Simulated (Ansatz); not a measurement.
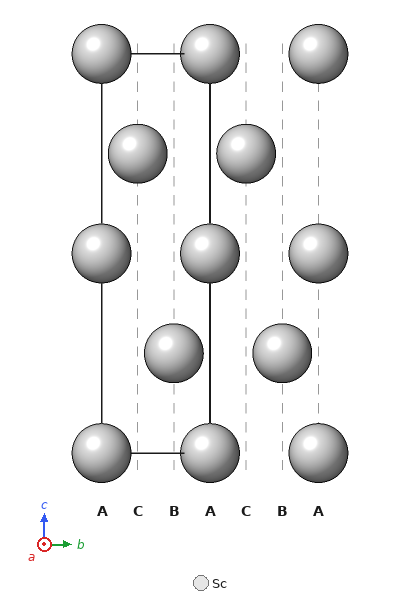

Projection along an edge of the hexagonal mesh, stacking direction c upwards. The dashed lines mark the three columns A (0, 0), B (1/3, 2/3) and C (2/3, 1/3). The sequence starts with the first layer at or above the cell's origin.

Sc. Coordinates: the end point of a relaxation with DFT, BLYP, plane waves (420 eV) with PAW, scalar-relativistic in Ansatz 0.2.0; the starting structure was generated, so it need not be a known form of this composition.

Question: Give the sequence of layers in one repeat, with element and column.

Answer: Sc(A) – Sc(B) – Sc(A) – Sc(C) (four layers in 10.55 Å).

Question: Taking all atoms as equal spheres, what packing is it?

Answer: As equal spheres, ABAC: a mixed close packing, (ch) in Jagodzinski's notation.

Question: What short polytype symbol fits?

Answer: Polytype symbol 4H, Ramsdell's symbol (number of layers in the repeat and lattice).
